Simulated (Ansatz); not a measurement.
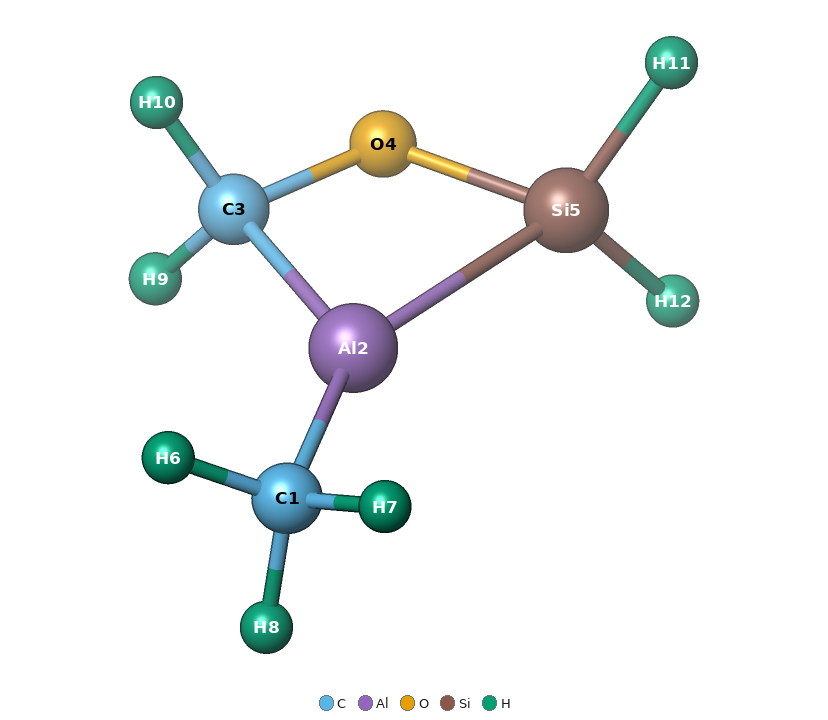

Distant atoms are faded towards the background colour. The geometry was computed by an optimisation with PBE0-D4/def2-TZVP. No frequency run is at hand to confirm it as a minimum.

Question: What is the conformation of the ring Al2–C3–O4–Si5?

Answer: It is planar. The Cremer–Pople amplitude Q is 0.01 Å.

Question: Give the torsion angles round the ring, beginning with the bond from its second to its third atom.

Answer: −1°, 0°, 0°, 0°.
